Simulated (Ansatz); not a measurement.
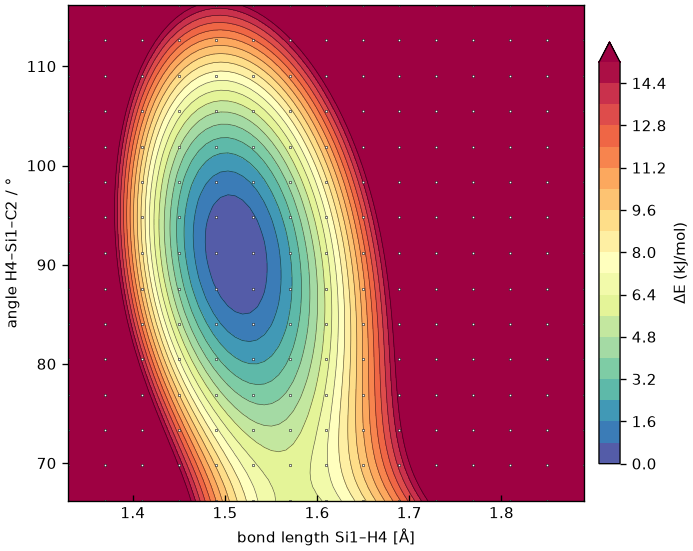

CH₂BrSi, SMILES [SiH+]=CBr, charge +1. First axis: bond length Si1–H4. Second axis: angle H4–Si1–C2. Nothing is relaxed (all other coordinates rigid). The grid has 15 × 15 points. Points are written as (first, second). Energies are in kJ/mol, from the relaxed molecule at the same level. Theory: RKS B3LYP-D4/def2-TZVP (Ansatz).

In the figure: filled contours, dots at the grid points, one colour for all values above the top of the scale. Between grid points the surface is interpolated.

Question: Where is the minimum, and how stiff is the well along each coordinate?

Answer: The interpolated minimum is at bond length Si1–H4 ≈ 1.511 Å, angle H4–Si1–C2 ≈ 91.2°. The curvatures there are about 15 eV/Å² and 1.6 eV/rad², with a cross term of about 1.2 eV/(Å·rad). Round the minimum the valley is somewhat tilted: raising bond length Si1–H4 shifts the best value of angle H4–Si1–C2 downwards (coupling k₁₂/√(k₁₁k₂₂) about 0.2). (1 eV is 96.5 kJ/mol.)
